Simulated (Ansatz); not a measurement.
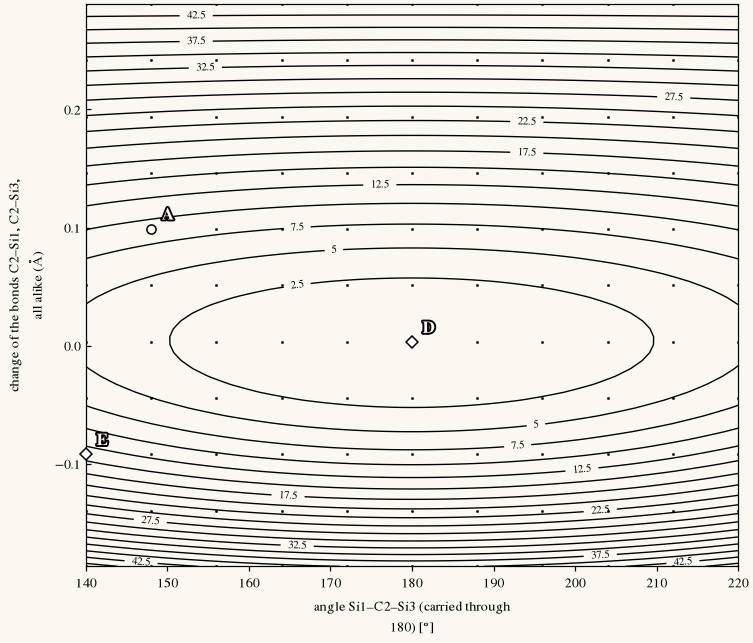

CH3Si2, SMILES [Si-]#C[SiH3], charge −1. Coordinates scanned: (1) angle Si1–C2–Si3 (carried through 180); (2) change of the bonds C2–Si1, C2–Si3, all alike. Nothing is relaxed (all other coordinates rigid). The grid has 11 × 11 points. Points are written as (first, second). Energies are in kcal/mol, from the relaxed molecule at the same level. These are results of RKS BHLYP-D4/def2-TZVPD (Ansatz), not measurements.

In the figure: contour lines labelled in kcal/mol, dots at the grid points, lettered points. Between grid points the surface is interpolated.

Question: Is E the lowest point of the computed grid?

Answer: No. E lies 13.8 kcal/mol above the lowest grid point, which is at (180°, 0.003 Å).

Question: What kind of point is each of A, D: minimum, saddle, maximum or slope?

Answer: A: on a slope; D: minimum. (In these two coordinates alone; a stationary point may lie a little off the grid point.)

Question: Rank the lettered points by energy, lowest first.

Answer: D (0.008 kcal/mol), A (9.0 kcal/mol), E (13.8 kcal/mol).
